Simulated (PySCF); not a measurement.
# C3H5F (allyl fluoride): the cost of one run

Computed with PySCF 2.14.0 and routines of our own; the level stands in each step. Atoms count from 0.

## 1. The starting structure

9 atoms, charge 0, multiplicity 1; geometry from: GFN2-xTB.

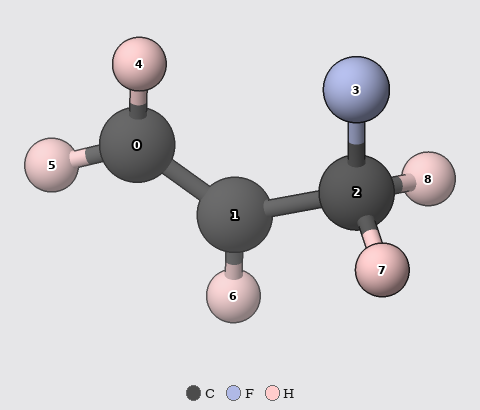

The starting geometry (carbon dark grey, fluorine light blue, hydrogen pink).

## 2. Geometry optimisation at PBE0-D3(BJ)/def2-TZVP

Job settings and geometry (Å):

```
{"job": {"xc": "PBE0", "basis": "def2-TZVP", "d3": "d3bj", "grid": 2, "kind": "geom"}, "charge": 0, "multiplicity": 1}
C      1.299076     0.332224     0.342917
C      0.342247    -0.069459    -0.470816
C     -1.095832    -0.221905    -0.088312
F     -1.327253     0.111748     1.221405
H      1.093509     0.584299     1.369514
H      2.319527     0.424559     0.015270
H      0.539740    -0.325086    -1.502778
H     -1.732488     0.431360    -0.698931
H     -1.424964    -1.261747    -0.213447
```

Launch:

```sh
> OMP_NUM_THREADS=1 python excited_run.py task.json out
```

One launch serves the whole session: the jobs run in the order shown.

**Question.** How long does this first job take on 1 thread of Arm Neoverse V1, shared host, and how much memory does it need?

About 40 s, with a peak of 0.65 GiB.
